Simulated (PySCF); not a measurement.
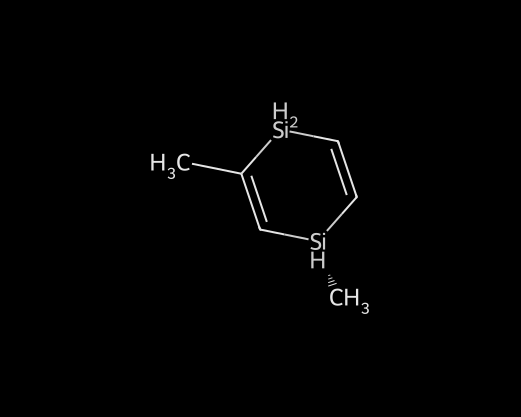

Structural formula above. Computed geometry: PBE0-D3(BJ)/def2-SVP optimisation. No frequency run is at hand to confirm it as a minimum.

Describe the 3D structure.

The molecule is C₆H₁₂Si₂. SMILES: `CC1=C[Si@@H](C)C=C[SiH2]1`. Independent rings (smallest set): 1 of 6 members. Among its groups: alkene, Si–H bond. The point group is C1. Coordination: 2 C tetrahedral; 4 C trigonal planar; 2 Si tetrahedral.

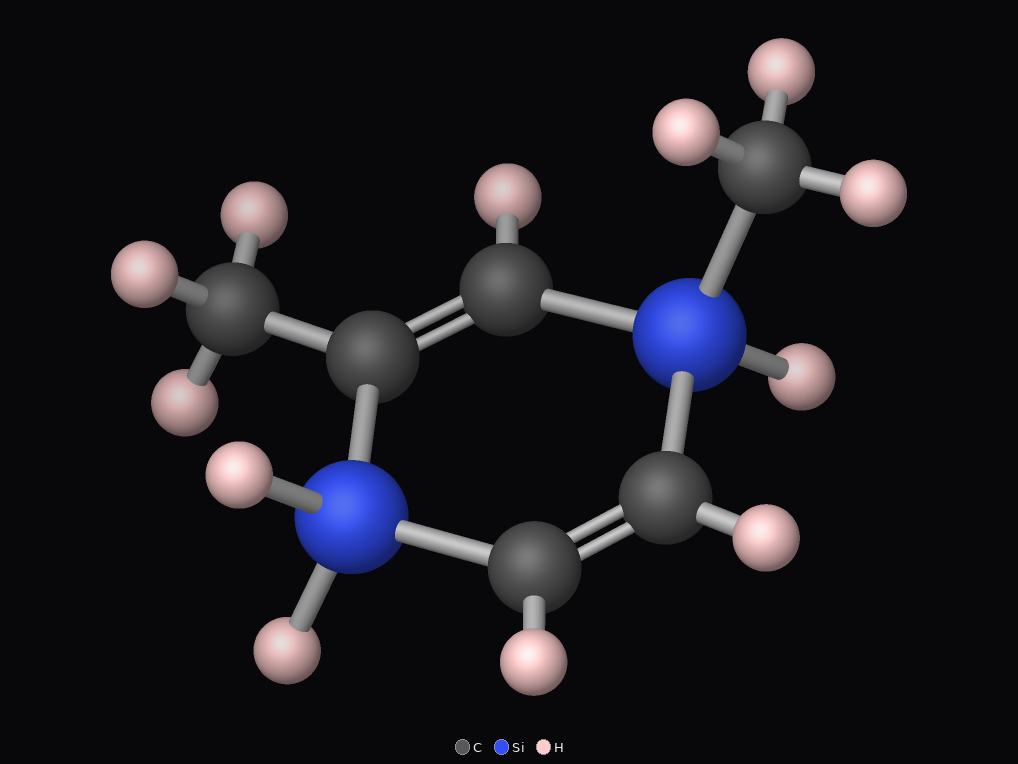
